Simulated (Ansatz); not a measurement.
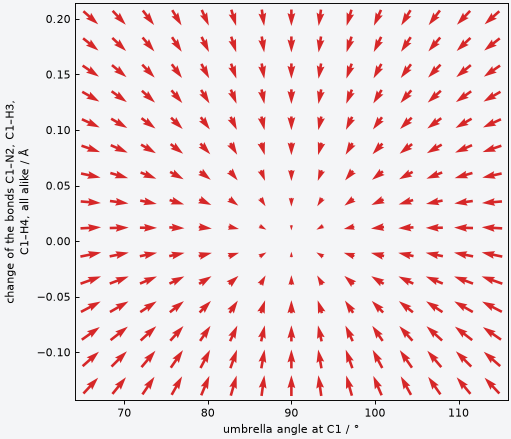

CH2N, SMILES C=[N-], charge −1. Coordinates scanned: (1) umbrella angle at C1 (between each of its bonds and their common axis; 90 is planar); (2) change of the bonds C1–N2, C1–H3, C1–H4, all alike. Nothing is relaxed (all other coordinates rigid). The scan uses a 15 × 15 grid; 120 points were computed and 105 follow by symmetry. Points are written as (first, second). The restricted reference is unstable at some or all points, so the energies there are unreliable. These are results of RHF-MP2, frozen core/def2-TZVPD (Ansatz 0.2.0), not measurements.

In the figure: arrows along the force (downhill), their lengths compressed.

**The arrows alone are given. Where is the energy lowest?**

The arrows converge at about (90°, 0.000 Å) (read from the interpolated surface).

The energy map of the same scan:

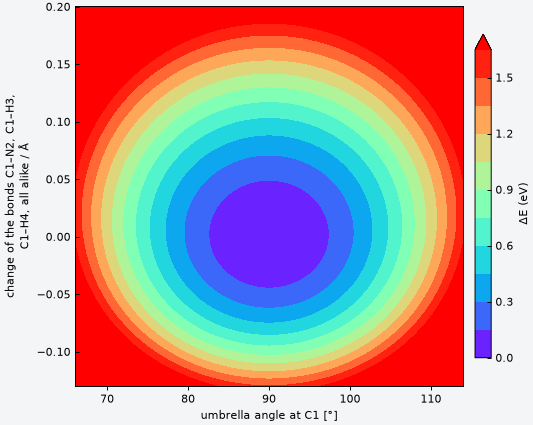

Energies are in eV, from the relaxed molecule at the same level; between grid points the surface is interpolated.
